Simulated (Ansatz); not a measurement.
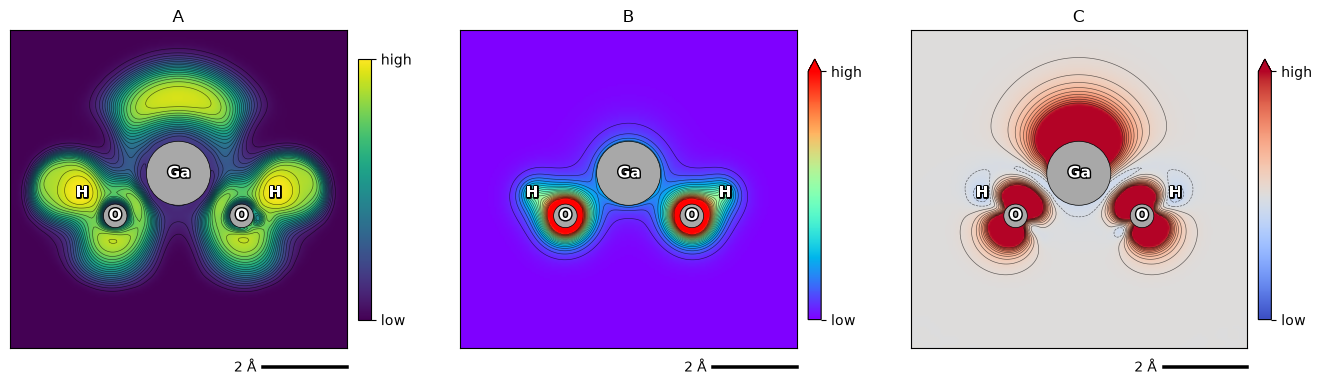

GaH2O2···HF (doublet): 3 fields on the plane of atoms O3, Ga1 and O5, with unlabelled colour scales. Grey discs cover the atomic cores.

Method: UKS PBE/def2-SVP in Ansatz 0.2.0.

The panels show electron density, electron localisation function and spin density in some order. Assign them.

Panel A: electron localisation function. Panel B: electron density. Panel C: spin density (confined to the atoms that carry the unpaired spin). From the grid: Ga–O (1.82 Å): ρ is about 0.79 e/Å³ halfway; the ELF peaks at about 0.85 in the valence shell of O, 0.6 Å from its nucleus, and is about 0.25 at the midpoint. O–H (0.98 Å): the density is about 3.5 e/Å³ at the midpoint; the ELF climbs to about 1 towards the hydrogen, as it does in any bond to H: a covalent bond by its length.
